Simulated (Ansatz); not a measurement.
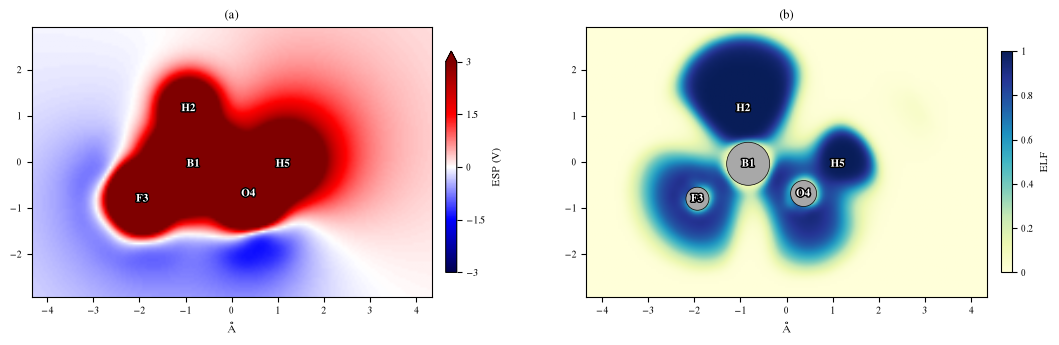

Figure. BFH2O···SiH4. (a) molecular electrostatic potential; (b) ELF on the plane of atoms H2, B1 and F3. Grey discs cover the atomic cores in the ELF map.

Computed with RKS PBE-D4/6-31G* in Ansatz.

Input

```
crystal:
  periodic: [false, false, false]
  atoms:
    - { symbol: B, position_ang: [0.071184, -0.471522, -0.063192] }
    - { symbol: H, position_ang: [-0.009809, -0.827241, 1.073448] }
    - { symbol: F, position_ang: [1.275684, -0.233483, -0.592571] }
    - { symbol: O, position_ang: [-1.006415, -0.312918, -0.888946] }
    - { symbol: H, position_ang: [-1.83522, -0.533016, -0.421793] }
    - { symbol: Si, position_ang: [0.040999, 2.45987, 1.108188] }
    - { symbol: H, position_ang: [0.867488, 3.052374, 2.211795] }
    - { symbol: H, position_ang: [0.742849, 2.640705, -0.200104] }
    - { symbol: H, position_ang: [-1.291061, 3.147023, 1.06549] }
    - { symbol: H, position_ang: [-0.154398, 1.019808, 1.365985] }
basis:
  gaussian: { orbitals: "6-31G*" }
hamiltonian:
  xc: pbe
  dispersion: d4
relax:
  f_tol: 0.03
  max_steps: 50
output:
  orbitals: {}
```

Command:

```sh
ansatz run input.yaml --threads 1 --pin off --max-ram 2048MiB --backend cpu --events-out ev --progress --plain --runs-dir out
```

The fields are those of the run's last geometry, not of the input's.

What do the fields say about this system?

Answer.
- The section cuts through B, H, F and O sites.
- B–F (1.34 Å): the ELF peaks at about 0.85 between the atoms: a shared but strongly polarised pair.
- B–O (1.36 Å): the ELF peaks at about 0.90 between the atoms: a polar covalent bond.
- O–H (0.98 Å): the ELF climbs to about 1 towards the hydrogen, as it does in any bond to H (a covalent bond by its length).
- B–H (1.21 Å): the ELF climbs to about 1 towards the hydrogen: an ordinary covalent bond to hydrogen.
- The ELF also peaks beside F3 and O4, away from the bonds: lone-pair regions.
- Outside the dense part of the complex the potential is most negative (−1.4 V) near O4.
